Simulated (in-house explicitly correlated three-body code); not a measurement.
Two electrons around a point charge Z = 13 (Al¹¹⁺). Computed variationally in 260 exponentially correlated functions with an in-house code, non-relativistic, converged to about 10⁻⁸ of the energy. Wanted, and plotted below: the bound S and P states that converged, by term and principal number n, on a logarithmic scale of binding.

The ground state is bound by 2083 eV. The n = 2 states drawn run, from the deepest, 2 ³S (509.7 eV), 2 ³P (497.0 eV), 2 ¹S (495.9 eV), 2 ¹P (487.1 eV). Exchange puts 2 ³S below 2 ¹S by 13.7 eV and 2 ³P below 2 ¹P by 9.88 eV. Quantum defects n − (Z − 1)/√(2 E(binding)): 2 ³S 0.039, 2 ³P 0.015, 2 ¹S 0.012, 2 ¹P −0.005.

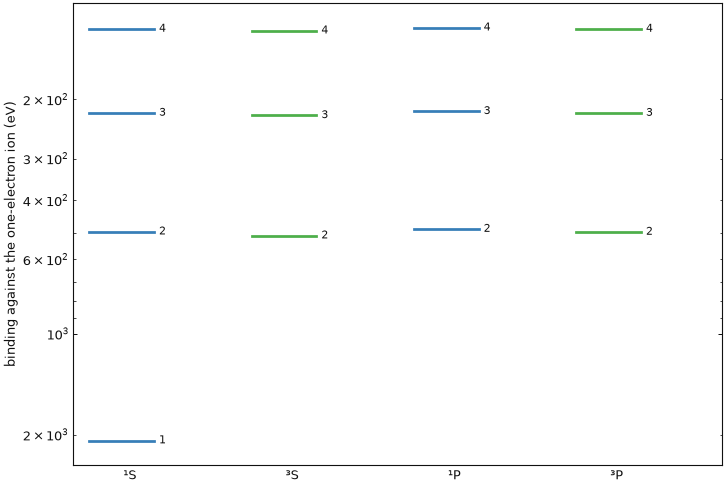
